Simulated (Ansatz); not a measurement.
## Pressure series in Ga2S3

Start from Ga2S3 (space group Cc, No. 9; a = 11.122 Å, b = 6.393 Å, c = 7.004 Å, α = γ = 90.00°, β = 121.02°).

Cell and atoms are relaxed at each pressure.

Calculations: PBEsol (Ansatz, a program for electronic structure, PAW, no spin-orbit coupling).

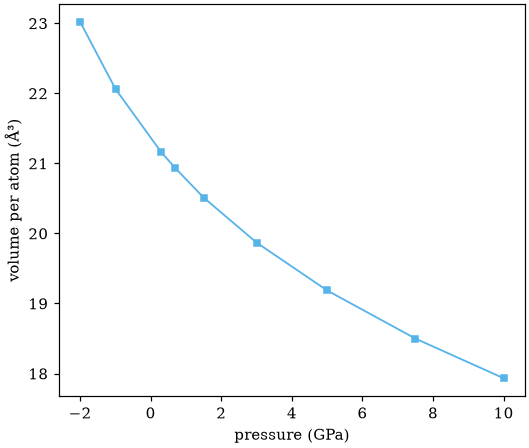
Figure: Volume against pressure

Task: Estimate the zero-pressure bulk modulus from the plot.

Result: About 34 GPa; a third-order Birch–Murnaghan fit to the points gives V₀ = 21.35 Å³/atom, B₀ = 34 GPa and B₀′ = 6.2.

Between the base and pressure 3 GPa the gap moves from 1.76 eV to 1.87 eV, a mean slope of 36 meV/GPa.

Load acts through the strain it causes; cell and atoms are relaxed under it. Whether these cells are dynamically stable was not tested. No other phases were tried under pressure.
